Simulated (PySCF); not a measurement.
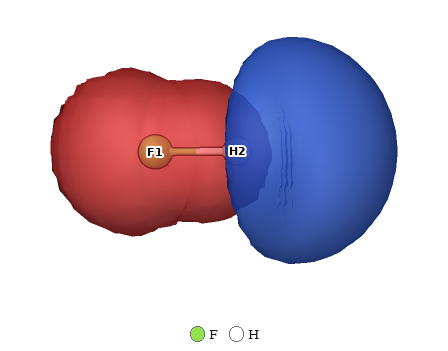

Figure. FH, SMILES `F`. Unrelaxed difference density of S₃ less the ground state (TDA singlet states), ±0.03 e/Å³; blue: gain, red: loss.

Computed with PySCF, B3LYP/def2-SVPD, geometry: GFN2-xTB. No frequency check shows the geometry to be a minimum.

Coordinates in Å:

```
F1       0.0932    0.0000    0.0000
H2      -0.8392    0.0000    0.0000
```

Q: How does the charge move on excitation?

A: 0.78 e is displaced in all, of which about 0.5 e passes between atoms: F1 (0.51 e) loses electrons and H2 (0.51 e) gains them. The state: 13.79 eV (90 nm), f = 0.151 (bright), partly diffuse acceptor orbital; the leading pair carries 81 %; hole on F1 (85 %) and H2 (15 %), electron on H2 (67 %) and F1 (33 %) (atom shares of so diffuse an orbital are rough) (shares are of the whole state, not of the leading pair alone); their centroids lie 1.1 Å apart.

The PySCF run took 3.3 s on 1 thread of Arm Neoverse V1, on a shared host, peak memory 0.18 GiB.
